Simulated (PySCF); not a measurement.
```yaml
atoms:
  - { symbol: Zn, position_ang: [0.0000, 0.0000, -0.0252] }
  - { symbol: H, position_ang: [0.0000, 0.0000, 1.5968] }
```

These are results of PySCF, PBE0/aug-pcseg-1, non-relativistic, at a bond length of 1.622 Å, not measurements.

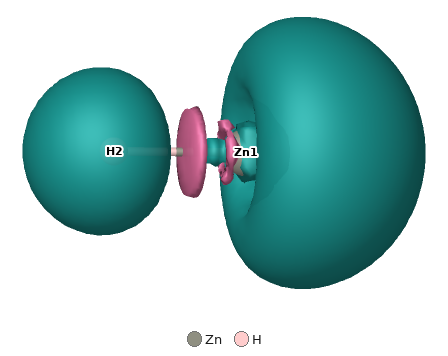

ZnH (doublet). Isosurfaces of the spin density at +0.015 (teal) and −0.015 e/Å³ (pink), seen from one side.

Q: Which atoms carry the spin?

A: The unpaired spin (1 electron) lies mostly on Zn1 (about 0.8) and H2 (about 0.2), in electrons by Hirshfeld's partition.
